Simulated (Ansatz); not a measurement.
The starting structures come from a database of crystals and need not be the phases stable at ambient conditions.

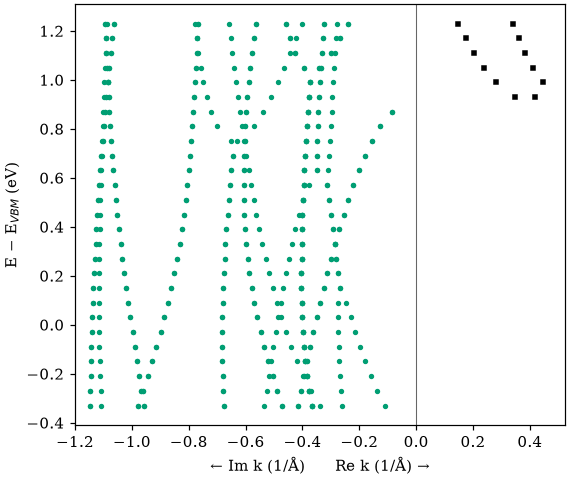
Figure. Complex bands at the centre of the two-dimensional zone; r2SCAN in Ansatz (an electronic-structure program)

The gap is the functional's own, uncorrected, and κ follows it; spin-orbit coupling is left out. Mid-gap values are interpolated between the computed energies.

**Question.** This is Ga3Os (P4_2/mnm, not sure to be the ambient phase, 16 atoms a cell, 17.9 Å³ an atom) along the normal of (001). Read off the slowest decay at the centre of the two-dimensional zone at 0.45 eV, the computed energy nearest the middle of the gap.

**Answer.** κ ≈ 0.26 1/Å, a decay length 1/(2κ) of the density of 2.0 Å.
